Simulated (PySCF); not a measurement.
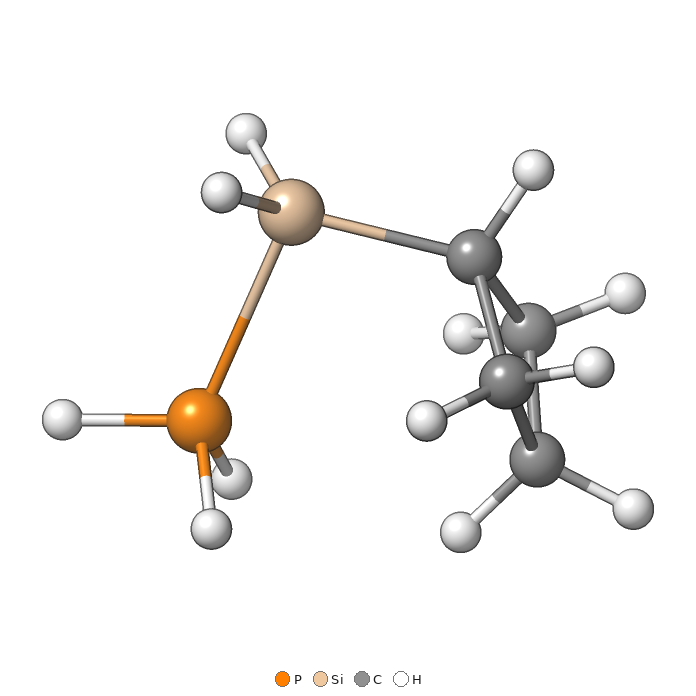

The picture shows a molecular structure as a ball-and-stick model.

State: charge +1, singlet. Computed geometry: GFN2-xTB optimisation. No frequency run is at hand to confirm it as a minimum.

Description:

It has 18 atoms: 4 carbon, 12 hydrogen, 1 phosphorus and 1 silicon (C₄H₁₂PSi⁺). Its SMILES string is `[PH3+][SiH2]C1CCC1`. Independent rings (smallest set): 1 of 4 members. Among its groups: Si–H bond. The point group is Cs. Coordination, clear cases only: 1 P tetrahedral; 1 Si tetrahedral.

More results for the same structure follow; atom numbers are the same in all pictures, views and colours differ.

**Shape**

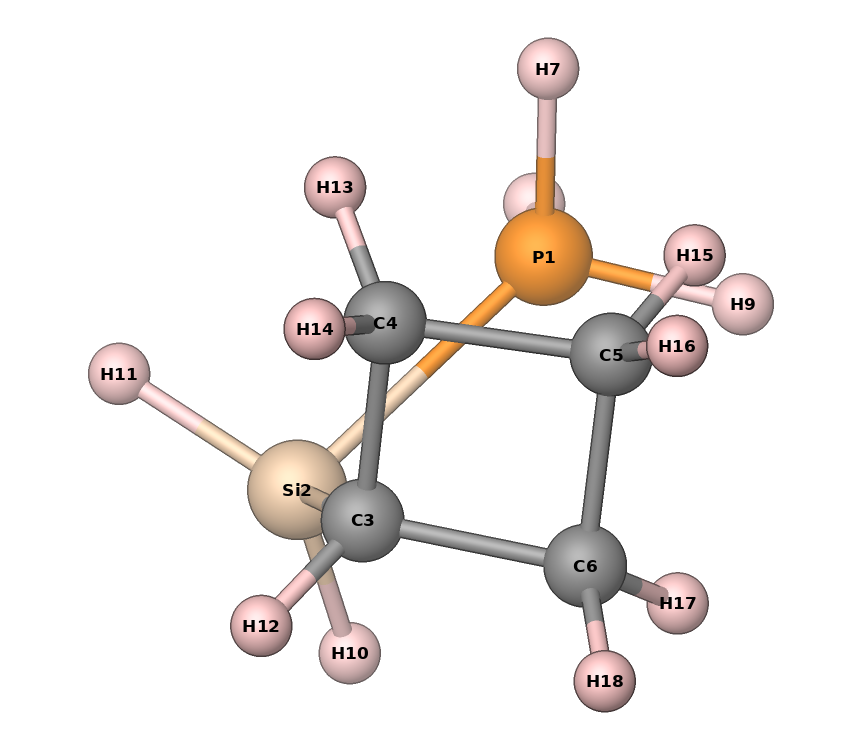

Si2 lies behind C3. The molecule seen a little off the C3–Si2 bond, C3 in front. Atoms fade into the background with distance from the viewer. No frequency run is at hand to confirm it as a minimum.

What is the torsion angle C4–C3–Si2–P1? The sign is positive where the front bond must turn clockwise to cover the back bond.

51°, synclinal (gauche). The bonds about C3–Si2 are staggered.

**NMR shielding**

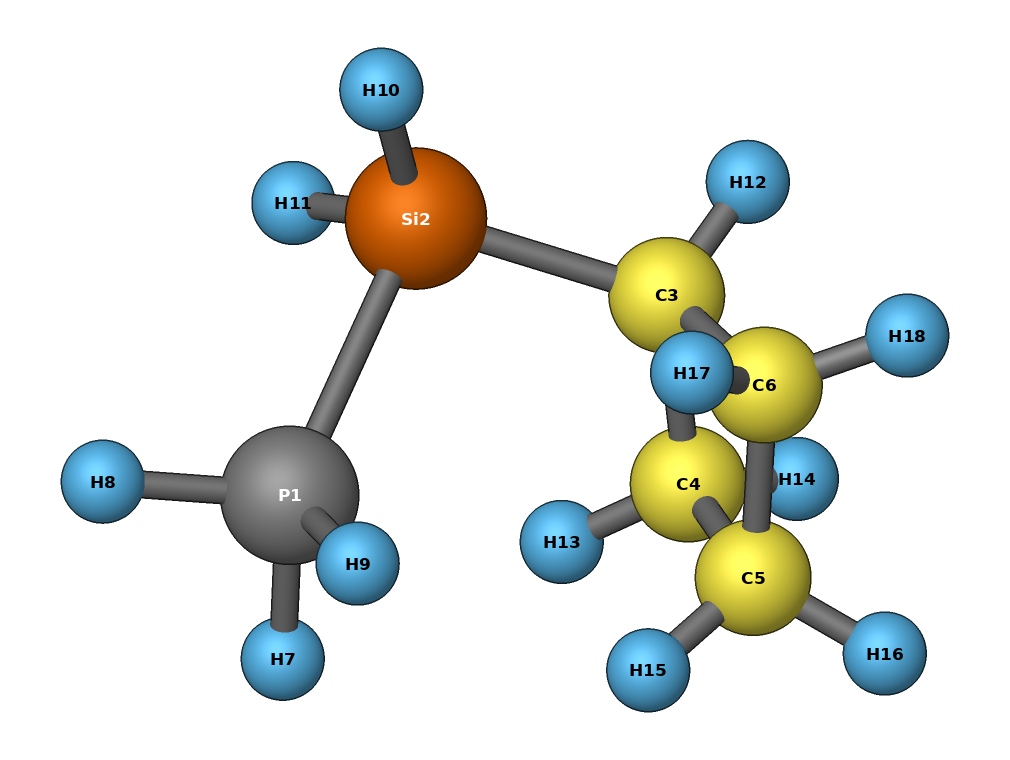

No frequency run is at hand to confirm it as a minimum. Properties computed with GIAO PBE0/pcSseg-1 NMR shielding, non-relativistic, gas phase (PySCF 2.14.0). Principal shieldings σ11 ≤ σ22 ≤ σ33, span Ω = σ33 − σ11, skew κ = 3(σiso − σ22)/Ω.

Which C atom has the most anisotropic shielding?

C4, C6, with a span of 36 ppm.

Give the shielding tensors of the C atoms.

```
  atom    σ11    σ22    σ33   σiso     Ω      κ
    C3  156.1  170.0  183.3  169.8  27.2  −0.02
C4, C6  147.4  157.2  183.1  162.5  35.7   0.45
    C5  152.8  164.9  181.7  166.5  28.9   0.16
```

Shieldings and span in ppm.

**Bond orders**

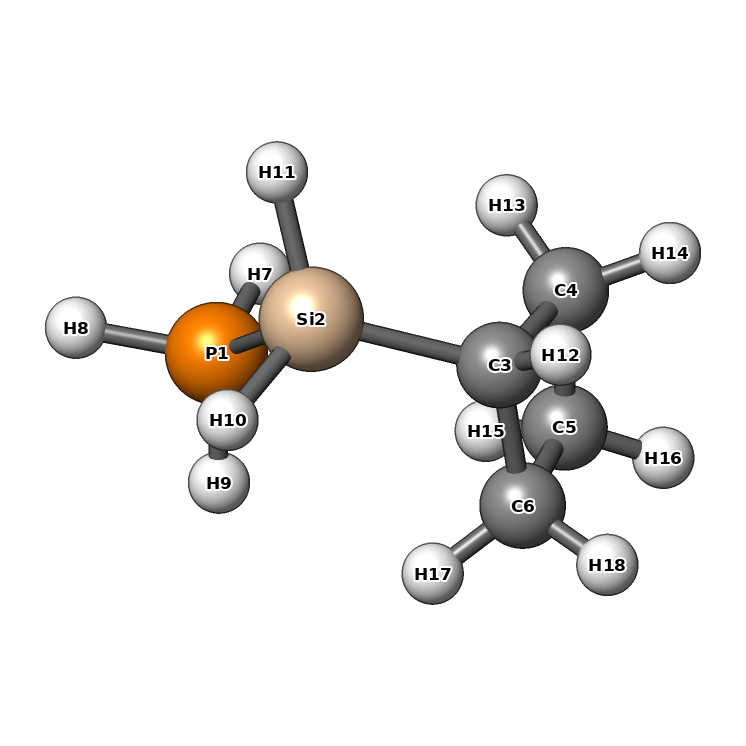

The thickness of each stick grows with its Mayer bond order. No frequency run is at hand to confirm it as a minimum. Level of theory: PBE0/pcSseg-1 (PySCF 2.14.0).

List the Mayer bond orders of P1–Si2, P1–H8, P1–H7, Si2–C3, Si2–H10, C3–C4, C3–H12, C4–C5, C5–H15, C5–H16, C4–H13, C4–H14 (one bond of each equivalent set).

```csv
bond,Mayer order,length (Å)
P1–Si2,0.66,2.370
P1–H8,0.94,1.379
P1–H7,0.93,1.376
Si2–C3,0.92,1.894
Si2–H10,0.94,1.463
C3–C4,0.99,1.550
C3–H12,0.93,1.091
C4–C5,1.03,1.534
C5–H15,0.94,1.092
C5–H16,0.95,1.086
C4–H13,0.95,1.091
C4–H14,0.94,1.087
```

**Excitation**

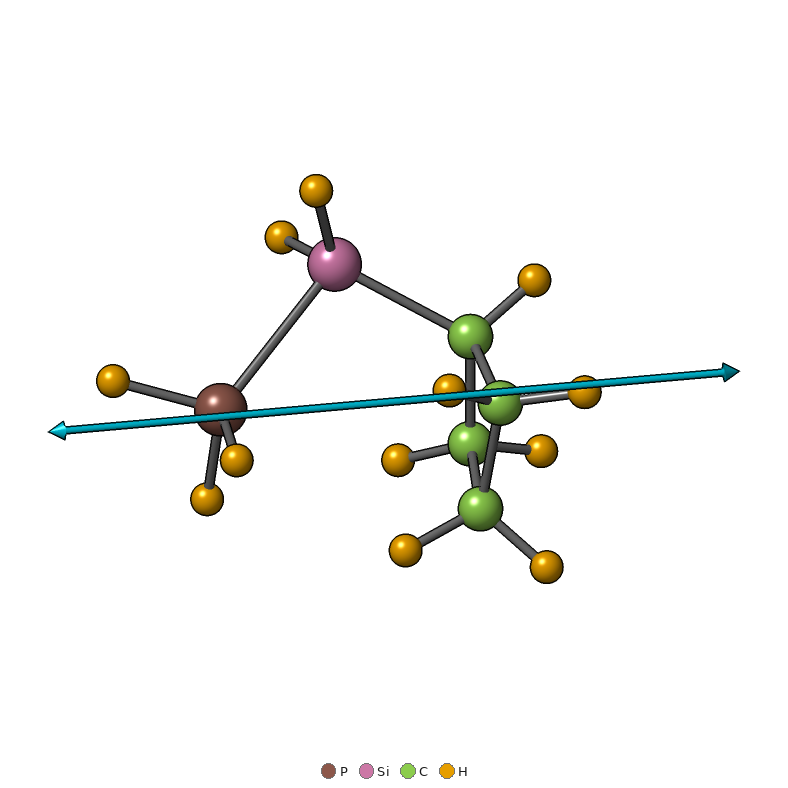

The double arrow shows the direction of the transition dipole to excited singlet state 5 (its length means nothing). No frequency run is at hand to confirm it as a minimum. Level of theory: TDDFT PBE0/def2-SVPD, vertical, gas phase, core orbitals frozen in the response (PySCF 2.14.0).

Where does the transition lie, and how strong is it?

6.71 eV (185 nm), oscillator strength 0.021, mainly HOMO → LUMO+2 (weight 0.95); transition dipole 0.90 D.

The geometry is semi-empirical. Around P, Si such bond lengths and angles can be off by a tenth of an ångström or more and by several degrees, and values that hang on the shape move with them.
